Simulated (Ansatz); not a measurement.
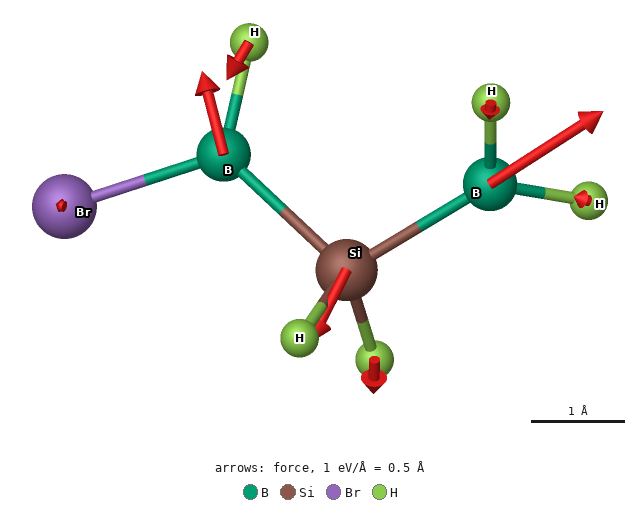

Starting geometry of B₂SiH₅Br with the computed forces as red arrows. The picture is a ball-and-stick view, seen at a tilt.

The run prepares an end point of a later path (torsion) calculation, from a guessed geometry.

These are results of RKS B3LYP-D4/def2-SVP in Ansatz 0.2.0, not measurements. Settings: no spin polarisation; force threshold 0.015 eV/Å; at most 40 steps.

**Is this structure relaxed? If not, where do the atoms go?**

It isn't relaxed: the largest force vector, on a B atom, is 3.03 eV/Å. The final displacements have little in common with the starting forces (cosine between the two patterns 0.09). After 26 accepted moves (30 points after the start) the energy has fallen by 39.8 kJ/mol. Largest force component: 2.3 eV/Å at the start, 0.014 eV/Å at the end. The line search rejected the trial steps at points 4, 14, 20, 25 of the run. The atom that moves furthest after the best rigid fit is the Br atom (1.99 Å). By element the largest moves are Br 1.99 Å, H 1.52 Å, Si 0.30 Å, B 0.25 Å. Some distances before and after: B–Si 1.877 → 2.015 Å, B–Si 1.936 → 2.024 Å, H–Si 1.449 → 1.494 Å, B–H 1.248 → 1.204 Å. Bond angles that change, for instance: B–Si–B 109.4° → 101.6°, Si–B–H 119.4° → 124.2°, B–Si–H 108.8° → 112.5°. Groups turn about B–Si by about 95°, B–Si by about 25°. The run took 68 s on 2 threads of AMD EPYC 7B13 (Zen 3), with other jobs on the host, peak memory 0.25 GiB.
